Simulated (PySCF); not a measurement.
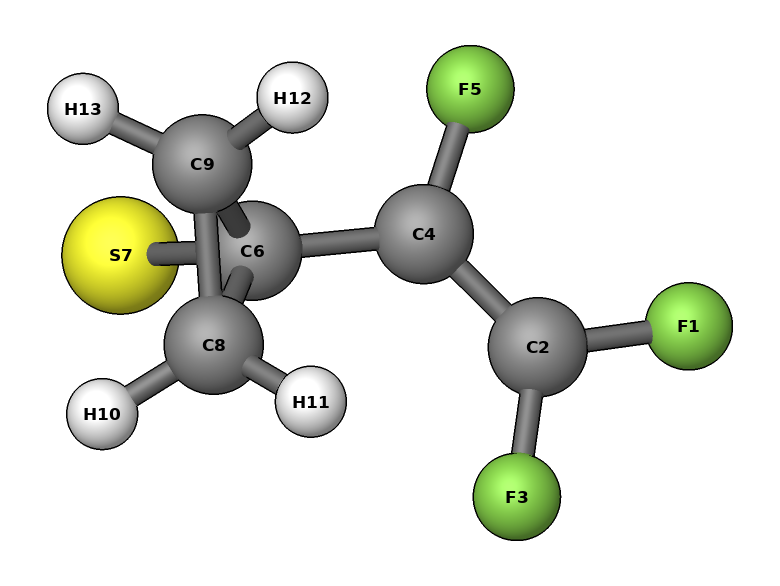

Every bond is drawn as one stick. The species has charge −1 and is a spin singlet. The computed structure is the end point of a PBE0-D3(BJ)/def2-SVP optimisation. No frequency run is at hand to confirm it as a minimum. Level of theory: PBE0/pcSseg-1 in chloroform (IEF-PCM) (PySCF 2.14.0).

List the Mayer bond orders of F1–C2, C2–F3, C2–C4, C4–F5, C4–C6, C6–S7, C6–C8, C6–C9, C8–C9, C8–H10, C8–H11, C9–H12, C9–H13.

```
  bond  Mayer order  length (Å)
 F1–C2         0.97       1.332
 C2–F3         1.00       1.325
 C2–C4         1.73       1.335
 C4–F5         0.93       1.345
 C4–C6         0.99       1.473
 C6–S7         1.09       1.789
 C6–C8         0.91       1.512
 C6–C9         0.87       1.519
 C8–C9         0.98       1.500
C8–H10         0.94       1.093
C8–H11         0.94       1.096
C9–H12         0.95       1.097
C9–H13         0.95       1.093
```
